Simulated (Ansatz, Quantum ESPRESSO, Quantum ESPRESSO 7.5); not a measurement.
# The work function of Cd(0001), 4 layers, one monolayer of N on hcp sites, level by level

Wanted: work functions and the surface dipole of Cd(0001), 4 layers, one monolayer of N on hcp sites at several levels, with their cost.

Method: plane-wave DFT, PBE, GBRV ultrasoft pseudopotentials (geometry and cross-check by Ansatz 0.2.0 with PAW datasets; geometry under PBE), in Quantum ESPRESSO 7.5.

**1. Set-up**

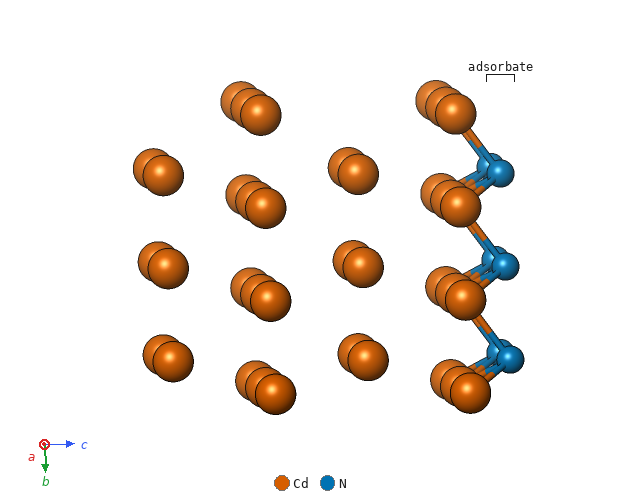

The starting structure, seen from the side, with the c axis across the page (cadmium orange, nitrogen blue). 2×3×1 cells are drawn. Bonds to atoms that aren't drawn are left out. Some periodic images of atoms are drawn too.

The cell holds 5 atoms: 4 Cd and 1 N. Its edges and angles: a = 2.980 Å, b = 2.980 Å, c = 27.430 Å, α = 90.0°, β = 90.0°, γ = 60.0°. It derives from Cd. Vacuum lies along c.

This run has no spin polarisation although its electron count is odd. A spin-polarised state was not tried and may lie lower.

**2. Relaxation with Ansatz**

The geometry comes first, from a plane-wave PAW code, so that the later runs on this slab share one structure.

Input file input.yaml:

```yaml
crystal:
  lattice:
    - [2.98, 0.0, 0.0]
    - [1.49, 2.5807557033, 0.0]
    - [0.0, 0.0, 27.43042]
  atoms:
    - { symbol: Cd, position: [0.6666666667, 0.6666666667, 0.3025837738] }
    - { symbol: Cd, position: [0.0, 0.0, 0.4050298902] }
    - { symbol: Cd, position: [0.6666666667, 0.6666666667, 0.5074760066] }
    - { symbol: Cd, position: [0.0, 0.0, 0.609922123] }
    - { symbol: "N", position: [0.6666666667, 0.6666666667, 0.6569257048] }
kpoints:
  mp_grid: { grid: [12, 12, 1] }
hamiltonian:
  xc: pbe
scf:
  occupations: { method: fermi_dirac, width: 0.1 }
  convergence: { dr2_threshold: 1.0e-08 }
efield:
  axis: 3
  dipole_correction: true
  ramp_position: 0.97
  ramp_width: 0.04
relax:
  f_tol: 0.01
  constraints: [{ sites: [0, 1] }]
output:
  write_potential: true
  write_density: true
  volumetric_format: npy
```

Run with:

```
ansatz run input.yaml --threads 4 --pin off --max-ram 8192MiB --backend cpu --events-out ev --progress --plain --runs-dir out
```

Numbers of over 12 decimals in the logs are rounded to 6 here.

Log:

```text
Engine: ansatz 0.2.0, aarch64-unknown-linux-gnu
Pseudopotentials: kind: paw
Pseudopotential: Cd, paw, valence charge 20, recommended cutoff 420 eV (normal), Cd.paw.azcp
Pseudopotential: N, paw, valence charge 5, recommended cutoff 420 eV (normal), N.paw.azcp
Functional definition: PBE
  parameter kappa = 0.804
  parameter beta = 0.066725
  exchange = pbe_x(kappa = kappa, mu = beta*pi^2/3)
  correlation = pbe_c(beta = beta)
Crystal: 5 atoms, lattice volume = 210.958 Å³
Basis set: ecut = 420 eV, 4027 PW (Γ), exchange–correlation on 40×40×384 points (8 copies of the dense FFT grid, shifted against one another)
Bands: 51, of which v1, the nominal top of the filled ones, is band 43 counted from 1 (42 counted from 0)
Symmetry: 6 space group operations
Space group: P3m1 (ITA 156), of the structure as read, at distance tolerance 6.0e-5 Å
k-points: 19 of 144 (time reversal used)
Non-local potential: Cd, projectors of the file, l = 0: 3, l = 1: 2, l = 2: 2, l = 3: 1
Non-local potential: N, projectors of the file, l = 0: 2, l = 1: 2, l = 2: 1
PAW form: soft (Blöchl's): semilocal exchange-correlation on the pseudo side does not see the compensation charge
PAW one-centre angular grid: Cd, 590 points (default); XC on 64 Gauss nodes
PAW one-centre angular grid: N, 110 points (default); XC on 64 Gauss nodes
Initial density: superposition of atomic densities (neutral atoms: chi_scale 0, normalization atom), corrected by the library's trained network
Initial wavefunctions: pseudopotential atomic-orbital guess
Functional: x = pbe(κ = 0.804, μ = 0.219515), c = pbe(β = 0.066725)
SCF iter   1: F=—  HF=-33397.540059 eV  |F-HF|=—  |Δ(HF+E_count)|=         —  Δρ=4.01e-3  dr2=5.26e-1  ethr=1.77e-3  p=-0.183 e·Å  D=-1.57e-1 V/Å  ΔV_dip=4.32 eV  dr2_dipole=3.36e-1  V_vac-E_F(+/−)=7.98/3.66 eV  ⟨swp⟩=12.6  Hψ=4837  notcnv=0  defer=8
efield: sawtooth ramp at fractional position 0.9700 (set: `efield.ramp_position`, or a place that a band, a saddle search or an elastic batch's reference lends), width 0.0400; the density the first Hamiltonian is built on has a dipole p = -0.183 e·Å; the dipole correction subtracts the counter field D = -1.57e-1 V/Å, which shifts the + side's vacuum level by +4.32 eV against the − side's; the planar-averaged density in the ramp window peaks in size at 2.0e-5 e/Å³
preconditioner: auto → LDOS  [metal: Δε(μ)=0.094 eV  Ē_g=11.829 eV  σ=0.100 eV  W_gap=0.23  n_scr=20 (ndim 8)  ℏωp=18.6 eV  f_vac=0.539  D(μ)=2.33/eV (n_scr^D=12)  β→1.0]
SCF iter   2: F=—  HF=-33397.532944 eV  |F-HF|=—  |Δ(HF+E_count)|=   7.11e-3  Δρ=1.91e-3  dr2=1.06e-1  ethr=6.19e-4  p=-0.158 e·Å  D=-1.36e-1 V/Å  ΔV_dip=3.72 eV  dr2_dipole=6.05e-2  V_vac-E_F(+/−)=7.76/4.04 eV  ⟨swp⟩=2.5  Hψ=1214  notcnv=0  defer=23
SCF iter   3: F=—  HF=-33397.527314 eV  |F-HF|=—  |Δ(HF+E_count)|=   5.63e-3  Δρ=2.80e-4  dr2=1.21e-3  ethr=1.25e-4  p=-0.168 e·Å  D=-1.44e-1 V/Å  ΔV_dip=3.96 eV  dr2_dipole=6.65e-4  V_vac-E_F(+/−)=7.77/3.82 eV  ⟨swp⟩=2.0  Hψ=1009  notcnv=0  defer=23
SCF iter   4: F=—  HF=-33397.527527 eV  |F-HF|=—  |Δ(HF+E_count)|=   2.13e-4  Δρ=2.25e-4  dr2=1.57e-4  ethr=1.42e-6  p=-0.166 e·Å  D=-1.43e-1 V/Å  ΔV_dip=3.91 eV  dr2_dipole=4.42e-5  V_vac-E_F(+/−)=7.75/3.84 eV  ⟨swp⟩=2.1  Hψ=1621  notcnv=0  defer=22
SCF iter   5: F=—  HF=-33397.527526 eV  |F-HF|=—  |Δ(HF+E_count)|=   7.27e-7  Δρ=1.16e-4  dr2=3.29e-5  ethr=1.85e-7  p=-0.166 e·Å  D=-1.43e-1 V/Å  ΔV_dip=3.91 eV  dr2_dipole=4.76e-7  V_vac-E_F(+/−)=7.75/3.84 eV  ⟨swp⟩=2.3  Hψ=1669  notcnv=0  defer=22
SCF iter   6: F=—  HF=-33397.527506 eV  |F-HF|=—  |Δ(HF+E_count)|=   2.03e-5  Δρ=2.53e-5  dr2=3.75e-6  ethr=3.87e-8  p=-0.166 e·Å  D=-1.42e-1 V/Å  ΔV_dip=3.91 eV  dr2_dipole=3.35e-7  V_vac-E_F(+/−)=7.74/3.83 eV  ⟨swp⟩=2.7  Hψ=1684  notcnv=0  defer=22
SCF iter   7: F=—  HF=-33397.527711 eV  |F-HF|=—  |Δ(HF+E_count)|=   2.06e-4  Δρ=1.23e-5  dr2=5.67e-7  ethr=4.41e-9  p=-0.166 e·Å  D=-1.42e-1 V/Å  ΔV_dip=3.90 eV  dr2_dipole=1.92e-8  V_vac-E_F(+/−)=7.74/3.83 eV  ⟨swp⟩=2.2  Hψ=1454  notcnv=0  defer=22
SCF iter   8: F=—  HF=-33397.527712 eV  |F-HF|=—  |Δ(HF+E_count)|=   5.56e-7  Δρ=3.36e-6  dr2=5.33e-8  ethr=6.67e-10  p=-0.166 e·Å  D=-1.42e-1 V/Å  ΔV_dip=3.90 eV  dr2_dipole=2.08e-8  V_vac-E_F(+/−)=7.74/3.83 eV  ⟨swp⟩=2.2  Hψ=1455  notcnv=0  defer=22
SCF iter   9: F=-33397.527712 eV  HF=-33397.527712 eV  |F-HF|=2.53e-8  |Δ(HF+E_count)|=   8.26e-8  Δρ=1.30e-6  dr2=6.62e-9  ethr=1.18e-11  p=-0.166 e·Å  D=-1.42e-1 V/Å  ΔV_dip=3.90 eV  dr2_dipole=1.35e-9  V_vac-E_F(+/−)=7.74/3.83 eV  ⟨swp⟩=10.0  Hψ=6474  notcnv=0
SCF 1 converged in 9 iterations: F = -33397.527712 eV  dr2 = 6.62e-9
  greatest PAW one-centre occupation: 1.000 electrons in one spin orbital (limit 2), on the Cd atom at site 3 (counted from 0), in its partial waves of l = 0
relax step   1: F+E_penalty+E_count = -33397.52771189 eV  Δ(F+E_penalty+E_count) = +0.000e0 eV  max|allowed force component| = 3.661e-1 eV/Å  Δτ_max = 0.0000 Å  (9 SCF iters, accepted)
Initial density: handed on by an earlier stage of this run
Initial wavefunctions: those handed on with the density
iter 1 solved again at ethr=2.56e-4 eV; its pass at ethr=3.10e-3 eV (dr2=2.17e-1 eV) is discarded
SCF iter   1: F=—  HF=-33397.547581 eV  |F-HF|=—  |Δ(HF+E_count)|=         —  Δρ=5.38e-3  dr2=2.21e-1  ethr=2.56e-4  p=-0.166 e·Å  D=-1.42e-1 V/Å  ΔV_dip=3.90 eV  dr2_dipole=8.34e-2  V_vac-E_F(+/−)=7.61/3.70 eV  ⟨swp⟩=1.3  Hψ=3618  notcnv=0  defer=24
efield: sawtooth ramp at fractional position 0.9700 (set: `efield.ramp_position`, or a place that a band, a saddle search or an elastic batch's reference lends), width 0.0400; the density the first Hamiltonian is built on has a dipole p = -0.166 e·Å; the dipole correction subtracts the counter field D = -1.42e-1 V/Å, which shifts the + side's vacuum level by +3.90 eV against the − side's; the planar-averaged density in the ramp window peaks in size at 2.7e-7 e/Å³
preconditioner: auto → LDOS  [metal: Δε(μ)=0.067 eV  Ē_g=11.816 eV  σ=0.100 eV  W_gap=0.16  n_scr=20 (ndim 8)  ℏωp=18.6 eV  f_vac=0.536  D(μ)=2.24/eV (n_scr^D=12)  β→1.0]
SCF iter   2: F=—  HF=-33397.538743 eV  |F-HF|=—  |Δ(HF+E_count)|=   8.84e-3  Δρ=1.20e-3  dr2=1.83e-2  ethr=2.56e-4  p=-0.164 e·Å  D=-1.41e-1 V/Å  ΔV_dip=3.86 eV  dr2_dipole=4.98e-3  V_vac-E_F(+/−)=7.69/3.83 eV  ⟨swp⟩=2.1  Hψ=1068  notcnv=0  defer=24
SCF iter   3: F=—  HF=-33397.537789 eV  |F-HF|=—  |Δ(HF+E_count)|=   9.54e-4  Δρ=5.04e-4  dr2=1.62e-3  ethr=2.16e-5  p=-0.165 e·Å  D=-1.42e-1 V/Å  ΔV_dip=3.89 eV  dr2_dipole=5.20e-5  V_vac-E_F(+/−)=7.71/3.82 eV  ⟨swp⟩=2.0  Hψ=1551  notcnv=0  defer=24
[...]
SCF iter   2: F=—  HF=-33397.541397 eV  |F-HF|=—  |Δ(HF+E_count)|=   3.88e-3  Δρ=5.24e-4  dr2=2.72e-3  ethr=9.43e-5  p=-0.166 e·Å  D=-1.42e-1 V/Å  ΔV_dip=3.90 eV  dr2_dipole=1.30e-3  V_vac-E_F(+/−)=7.72/3.82 eV  ⟨swp⟩=1.8  Hψ=1173  notcnv=0  defer=24
SCF iter   3: F=—  HF=-33397.541426 eV  |F-HF|=—  |Δ(HF+E_count)|=   2.88e-5  Δρ=3.53e-4  dr2=6.71e-4  ethr=3.19e-6  p=-0.168 e·Å  D=-1.44e-1 V/Å  ΔV_dip=3.94 eV  dr2_dipole=6.84e-5  V_vac-E_F(+/−)=7.74/3.80 eV  ⟨swp⟩=2.0  Hψ=1482  notcnv=0  defer=24
SCF iter   4: F=—  HF=-33397.541420 eV  |F-HF|=—  |Δ(HF+E_count)|=   5.68e-6  Δρ=1.88e-4  dr2=1.69e-4  ethr=7.89e-7  p=-0.168 e·Å  D=-1.44e-1 V/Å  ΔV_dip=3.95 eV  dr2_dipole=2.69e-5  V_vac-E_F(+/−)=7.75/3.80 eV  ⟨swp⟩=2.0  Hψ=1318  notcnv=0  defer=24
SCF iter   5: F=—  HF=-33397.541397 eV  |F-HF|=—  |Δ(HF+E_count)|=   2.26e-5  Δρ=3.54e-5  dr2=4.37e-6  ethr=1.99e-7  p=-0.168 e·Å  D=-1.44e-1 V/Å  ΔV_dip=3.96 eV  dr2_dipole=4.69e-8  V_vac-E_F(+/−)=7.76/3.80 eV  ⟨swp⟩=2.2  Hψ=1334  notcnv=0  defer=24
SCF iter   6: F=—  HF=-33397.541582 eV  |F-HF|=—  |Δ(HF+E_count)|=   1.85e-4  Δρ=1.20e-5  dr2=8.02e-7  ethr=5.14e-9  p=-0.168 e·Å  D=-1.44e-1 V/Å  ΔV_dip=3.96 eV  dr2_dipole=4.75e-9  V_vac-E_F(+/−)=7.77/3.81 eV  ⟨swp⟩=2.9  Hψ=1795  notcnv=0  defer=24
SCF iter   7: F=—  HF=-33397.541582 eV  |F-HF|=—  |Δ(HF+E_count)|=   3.03e-8  Δρ=2.86e-6  dr2=2.92e-8  ethr=9.44e-10  p=-0.168 e·Å  D=-1.44e-1 V/Å  ΔV_dip=3.96 eV  dr2_dipole=1.36e-9  V_vac-E_F(+/−)=7.77/3.81 eV  ⟨swp⟩=2.0  Hψ=1428  notcnv=0  defer=24
SCF iter   8: F=-33397.541583 eV  HF=-33397.541583 eV  |F-HF|=4.04e-8  |Δ(HF+E_count)|=   9.15e-8  Δρ=1.09e-6  dr2=4.25e-9  ethr=1.18e-11  p=-0.168 e·Å  D=-1.44e-1 V/Å  ΔV_dip=3.96 eV  dr2_dipole=6.16e-11  V_vac-E_F(+/−)=7.77/3.81 eV  ⟨swp⟩=9.9  Hψ=6456  notcnv=0
SCF 3 converged in 8 iterations: F = -33397.541583 eV  dr2 = 4.25e-9
relax step   3: F+E_penalty+E_count = -33397.54158259 eV  Δ(F+E_penalty+E_count) = -3.787e-3 eV  max|allowed force component| = 1.142e-2 eV/Å  Δτ_max = 0.0410 Å  (8 SCF iters, accepted)
SCF iter   1: F=—  HF=-33397.541514 eV  |F-HF|=—  |Δ(HF+E_count)|=         —  Δρ=4.06e-4  dr2=1.22e-3  ethr=6.23e-5  p=-0.168 e·Å  D=-1.44e-1 V/Å  ΔV_dip=3.96 eV  dr2_dipole=4.90e-4  V_vac-E_F(+/−)=7.78/3.81 eV  ⟨swp⟩=2.0  Hψ=1491  notcnv=0  defer=25
efield: sawtooth ramp at fractional position 0.9700 (set: `efield.ramp_position`, or a place that a band, a saddle search or an elastic batch's reference lends), width 0.0400; the density the first Hamiltonian is built on has a dipole p = -0.168 e·Å; the dipole correction subtracts the counter field D = -1.44e-1 V/Å, which shifts the + side's vacuum level by +3.96 eV against the − side's; the planar-averaged density in the ramp window peaks in size at 1.8e-7 e/Å³
preconditioner: auto → LDOS  [metal: Δε(μ)=0.083 eV  Ē_g=11.795 eV  σ=0.100 eV  W_gap=0.20  n_scr=20 (ndim 8)  ℏωp=18.6 eV  f_vac=0.535  D(μ)=2.41/eV (n_scr^D=12)  β→1.0]
SCF iter   2: F=—  HF=-33397.541449 eV  |F-HF|=—  |Δ(HF+E_count)|=   6.45e-5  Δρ=8.92e-5  dr2=6.24e-5  ethr=1.44e-6  p=-0.169 e·Å  D=-1.45e-1 V/Å  ΔV_dip=3.97 eV  dr2_dipole=8.02e-6  V_vac-E_F(+/−)=7.77/3.80 eV  ⟨swp⟩=2.0  Hψ=1244  notcnv=0  defer=25
SCF iter   3: F=—  HF=-33397.541443 eV  |F-HF|=—  |Δ(HF+E_count)|=   6.67e-6  Δρ=4.23e-5  dr2=9.86e-6  ethr=7.34e-8  p=-0.169 e·Å  D=-1.45e-1 V/Å  ΔV_dip=3.97 eV  dr2_dipole=3.48e-7  V_vac-E_F(+/−)=7.77/3.80 eV  ⟨swp⟩=2.3  Hψ=1460  notcnv=0  defer=25
SCF iter   4: F=—  HF=-33397.541648 eV  |F-HF|=—  |Δ(HF+E_count)|=   2.06e-4  Δρ=8.52e-6  dr2=3.64e-7  ethr=1.16e-8  p=-0.169 e·Å  D=-1.45e-1 V/Å  ΔV_dip=3.96 eV  dr2_dipole=5.23e-8  V_vac-E_F(+/−)=7.77/3.80 eV  ⟨swp⟩=2.3  Hψ=1378  notcnv=0  defer=25
SCF iter   5: F=—  HF=-33397.541649 eV  |F-HF|=—  |Δ(HF+E_count)|=   3.24e-7  Δρ=4.72e-6  dr2=8.00e-8  ethr=4.29e-10  p=-0.168 e·Å  D=-1.45e-1 V/Å  ΔV_dip=3.96 eV  dr2_dipole=1.94e-9  V_vac-E_F(+/−)=7.77/3.80 eV  ⟨swp⟩=2.7  Hψ=1596  notcnv=0  defer=25
SCF iter   6: F=-33397.541649 eV  HF=-33397.541649 eV  |F-HF|=3.70e-8  |Δ(HF+E_count)|=   5.87e-8  Δρ=1.20e-6  dr2=4.62e-9  ethr=1.18e-11  p=-0.168 e·Å  D=-1.45e-1 V/Å  ΔV_dip=3.96 eV  dr2_dipole=1.78e-10  V_vac-E_F(+/−)=7.77/3.80 eV  ⟨swp⟩=8.1  Hψ=6883  notcnv=0
SCF 4 converged in 6 iterations: F = -33397.541649 eV  dr2 = 4.62e-9
relax step   4: F+E_penalty+E_count = -33397.54164882 eV  Δ(F+E_penalty+E_count) = -6.624e-5 eV  max|allowed force component| = 2.553e-3 eV/Å  Δτ_max = 0.0076 Å  (6 SCF iters, accepted)
NSCF: frozen V_eff on 19 k-points
the band table was solved once a step of the walk had ended and its energy, with any forces and stress, was formed, with the checks that follow a solve (5318 applications of the Hamiltonian). They found nothing against the state; the energy, forces and stress were not computed again (output.eigenvalues in the input reference)
WARN: The output density's exchange-correlation potential varies sharply where the density is thin. Do not read a vacuum level from v_tot or v_xc, or from such a field of the output density. On a cell that repeats whose density bears no net charge and no dipole along the vacuum's axis use v_es (v_loc + v_h of the components); under efield.dipole_correction with no amplitude use v_es + v_field, which holds any externa [...]
SCF converged after 6 iterations
Free energy (F): -33397.541649 eV
Harris-Foulkes:  -33397.541649 eV  (|F-HF|=3.70e-8)
Internal energy: -33397.462068 eV  (E = F + TS)
E sigma→0 (E₀):  -33397.501858 eV
Entropy (-TS):   -0.079581 eV (-15.916 meV/atom)
Fermi energy:    2.861737 eV
Dipole field:    D = -0.144491 V/Å  (p = -0.168452 e·Å, saw-weighted, corrected)
Work function:   Φ+ = 7.7686 eV   Φ− = 3.8051 eV
Levels:          The Fermi level and band energies are counted from a zero that moves with the ramp; work functions are not
--- Per-component energies (eV) ---
  E_band       = -2523.780988
  E_kinetic    = 2142.072670
  E_local      = -140561.397104  (includes V_loc(G=0)·N_el)
  E_nonlocal   = 175.991321
  E_hartree    = 69428.936036
  E_xc         = -766.653716
  E_vxc        = -962.437205  (∫ρ·V_xc dr)
  E_paw        = -16453.290549  (= ΣΔE_a)
  E_vpaw       = -2168.973119  (= ΣTr[D̂ρ^β])
  E_aug_tail   = 0.000135  (compensation charges beyond the density's cutoff)
  E_efield     = 0.012170  (sawtooth field / dipole correction)
  E_vefield    = -6.909466  (∫n·V_field dr)
  E_ewald      = 52636.866970
  E_smearing   = -0.079581  (= −TS)
  E_closure    = -0.000000  (closes the sum)
  Σ components = -33397.541649   (vs F -33397.541649, Δ=0.00e0)
--- Forces (eV/Å), atoms counted from 1 ---
  atom   1  Cd     0.00000000    -0.00000000    -0.10910882
  atom   2  Cd     0.00000000     0.00000000     0.11105844
  atom   3  Cd     0.00000000    -0.00000000     0.00111939
  atom   4  Cd    -0.00000000     0.00000000    -0.00255289
  atom   5  N      0.00000000     0.00000000    -0.00053128
  max |Σ_I F_I| component: 1.52e-5 eV/Å
--- Band table (eV; the first three rows and the last of 19) ---
  k-point 0: bands = [... 39 lower, -2.7676, -0.7362, 1.2637, 3.1062, 3.7685, 3.7685, 5.5185, 6.7450, ... 4 higher]
  k-point 1: bands = [... 39 lower, -2.5855, -0.6145, 1.4097, 3.2410, 3.4793, 3.7211, 5.6941, 6.9176, ... 4 higher]
  k-point 2: bands = [... 39 lower, -2.0822, -0.2891, 1.8267, 2.7499, 3.5885, 3.7356, 6.1699, 7.4108, ... 4 higher]
  k-point 18: bands = [... 39 lower, 2.2036, 3.2961, 3.3034, 3.7585, 4.1195, 4.4762, 4.7862, 5.8312, ... 4 higher]
--- Relaxed structure (4 steps of the walk, 4 accepted, 0 SCFs on fresh bases) ---
  F+E_penalty+E_count = -33397.54164882 eV   max|allowed force component| = 2.553e-3 eV/Å
  atoms:
    - { symbol: Cd, position: [0.666667, 0.666667, 0.3025837738] }
    - { symbol: Cd, position: [-2.2204460493795607e-17, -2.2204460493795604e-17, 0.405030] }
    - { symbol: Cd, position: [0.666667, 0.666667, 0.510063] }
    - { symbol: Cd, position: [-2.2204460493795607e-17, -2.22044604937956e-17, 0.612022] }
    - { symbol: N, position: [0.666667, 0.666667, 0.661318] }
```

The job ended after 20 s (4 threads of Arm Neoverse V1, shared host; peak memory 0.57 GiB).

The steps of the relaxation:

```csv
step,energy less that of the first step (eV),largest force component (eV/Å)
1,0.0000,0.3661
2,-0.0101,0.2102
3,-0.0139,0.0114
4,-0.0139,0.0026
```

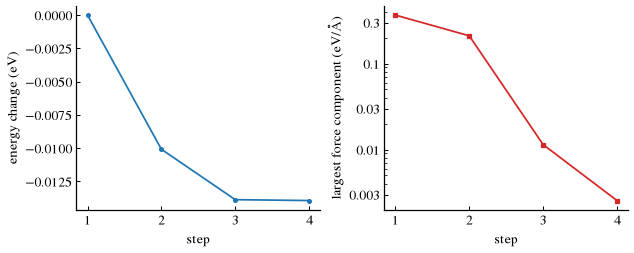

Energy and largest force along the relaxation.

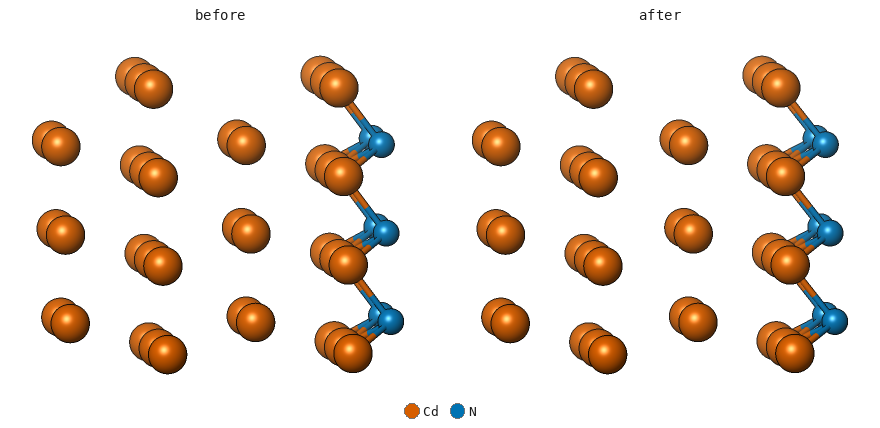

Before and after, at one scale. Bonds to atoms that aren't drawn are left out.

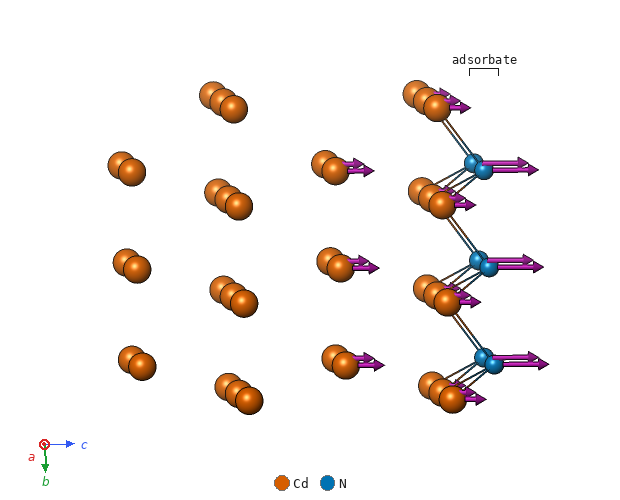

Displacements in the relaxation, exaggerated; the longest in the cell stands for 0.12 Å. Bonds to atoms that aren't drawn are left out. 2×3×1 cells are drawn. Some periodic images of atoms are drawn too.

The atoms that moved most (Å):

```csv
atom,dx,dy,dz,length
N5,0.000,0.000,0.120,0.120
Cd3,0.000,0.000,0.071,0.071
Cd4,0.000,0.000,0.058,0.058
```

The relaxation lowers the energy by 3 meV an atom. Held were the atoms numbered 1 and 2; the forces quoted are those on the free ones.

Read from the output:

- free energy: -33397.5416 eV
- energy at zero smearing: -33397.5019 eV
- smearing term TS: 0.07958 eV
- Fermi energy: 2.862 eV
- symmetry operations: 6
- work function of the upper face: 7.769 eV
- work function of the lower face: 3.805 eV
- dipole along the normal: -0.1685 e·Å

[end of part 1 of 6]

[Logs are printed without paths, hosts, clocks, repeated set-up lines and the standing remarks that a program may print on its own settings, such as how far it seeks lower states.]

[Hosts, paths, dates, database ids (printed as entryN), source tags and the programs' standing remarks are cut or masked in the printed files.]

[Maps of the electrostatic potential energy from Ansatz leave out the sawtooth potential of an applied field or a dipole correction, so their vacuum need not be flat; planar profiles and work functions include it.]
